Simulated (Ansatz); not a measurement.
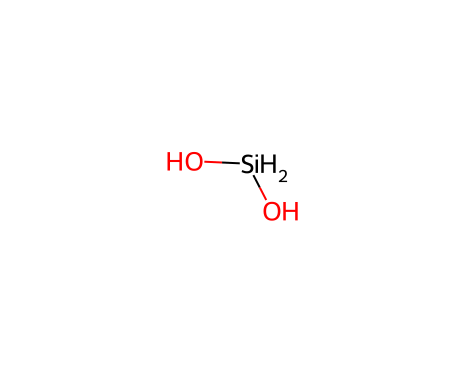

Structural formula above. Computed geometry: PBE-D4/def2-SVP optimisation. No frequency run is at hand to confirm it as a minimum.

Describe the 3D structure.

Formula H4O2Si. As SMILES it reads `O[SiH2]O`. It has no ring. Among its groups: Si–H bond, Si–O bond. This geometry has C2 symmetry. Coordination: 2 O bent; 1 Si tetrahedral.

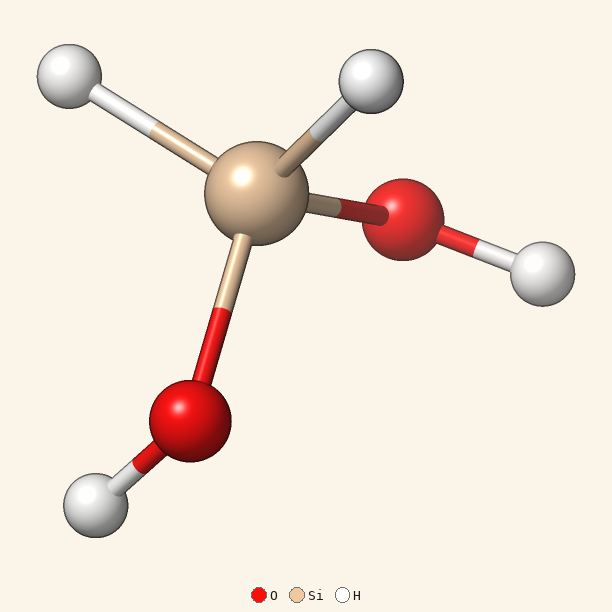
